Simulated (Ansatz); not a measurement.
A hypothetical phase is included: elements placed on a structure type, which no database files for this compound.

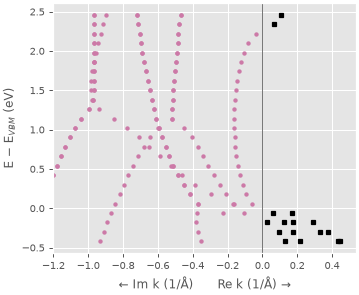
Figure: Complex bands at the centre of the two-dimensional zone; r2SCAN in Ansatz (an electronic-structure program)

No gap correction and no spin-orbit coupling; mid-gap is the computed energy nearest the middle.

This is GaN (P4_2/mnm, 8 atoms a cell, 12.1 Å³ an atom, -3 GPa at this level) along the normal of (100). Read off the slowest decay at the centre of the two-dimensional zone at 1.14 eV, the computed energy nearest the middle of the gap.

κ ≈ 0.16 1/Å, a decay length 1/(2κ) of the density of 3.1 Å.
